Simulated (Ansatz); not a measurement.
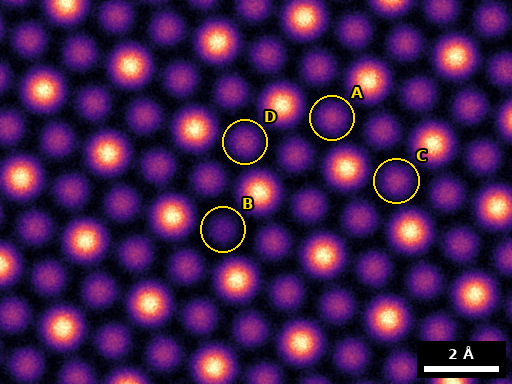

HAADF-like image of C (P6_3/mmc, No. 194) along [001]. Simulated incoherent Z contrast: every atom adds Z^1.8 spread by a probe of 0.85 Å full width; channelling and multiple scattering are left out. The probe carries 15 % of its weight in a tail 2.5 times as wide. Shot noise was added.

The sample is 4 repeats (34.4 Å) thick. One point defect was put into the perfect crystal, without relaxing the atoms around it. Brightness is counted from the darkest point of the image. Host structure: the end point of a relaxation with DFT PBE, scalar-relativistic, plane waves, PAW (Ansatz).

**Which ringed column holds the defect, and does it scatter more or less than its equals?**

B; it scatters less. The column holds 4 atoms (C) through the sample, and one C atom is missing, so its peak drops to about 65 % of that of its equals.
